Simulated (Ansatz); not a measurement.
# WC, response to strain

Base system: WC (space group P-6m2, No. 187; a = 2.913 Å, c = 2.836 Å; relaxed with 0.1 eV smearing). Axes: x lies along a and z along c of the hexagonal cell.

Strains are applied to the cell and any free atomic positions relax; under biaxial strain the out-of-plane vector relaxes too.

Method: r2SCAN in Ansatz (plane waves to 500 eV, PAW, without spin-orbit coupling), earlier PAW set.

Notes on the quantities. pressure: mean of the normal stresses, compression positive.

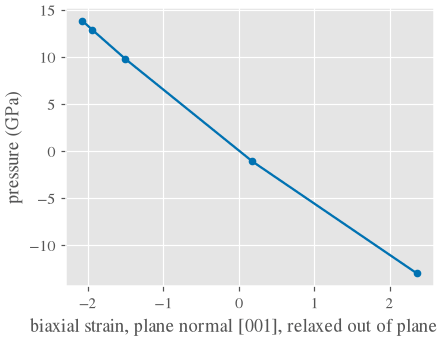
Figure. Pressure against biaxial strain, plane normal [001], relaxed out of plane

```tsv
biaxial strain, plane normal [001], relaxed out of plane (%)	pressure
-2.07	13.8 GPa
-1.94	12.9 GPa
-1.5	9.8 GPa
0.18	-1.1 GPa
2.36	-13.0 GPa
```

Whether these cells are dynamically stable was not tested. The final runs are not spin-polarised.

Ansatz is an electronic-structure program.
